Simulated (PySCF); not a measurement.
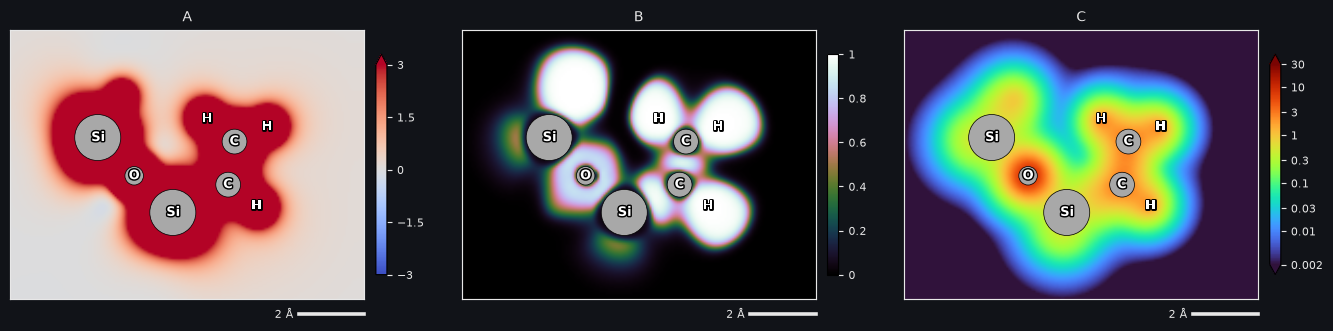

C2H8OSi2 (SMILES C=C[SiH2]O[SiH3]): 3 fields on the plane of atoms C1, C2 and Si3, with unlabelled colour scales. Grey discs cover the atomic cores.

Geometry: GFN2-xTB.

Theory: CAM-B3LYP/def2-SVPD, SCF density, gas phase (PySCF).

> The panels show electron density, electron localisation function and electrostatic potential in some order. Assign them.

Panel A: electrostatic potential (strongly positive close to the atoms and fading to about zero outside). Panel B: electron localisation function. Panel C: electron density. From the grid: C–C (1.32 Å): ρ at the midpoint is about 2.3 e/Å³; the ELF peaks at about 0.90 between the atoms: a short, multiple covalent bond. Si–O (1.61 Å): ρ is about 1.1 e/Å³ halfway; the ELF peaks at about 0.85 between the atoms, as expected for a polar covalent bond.
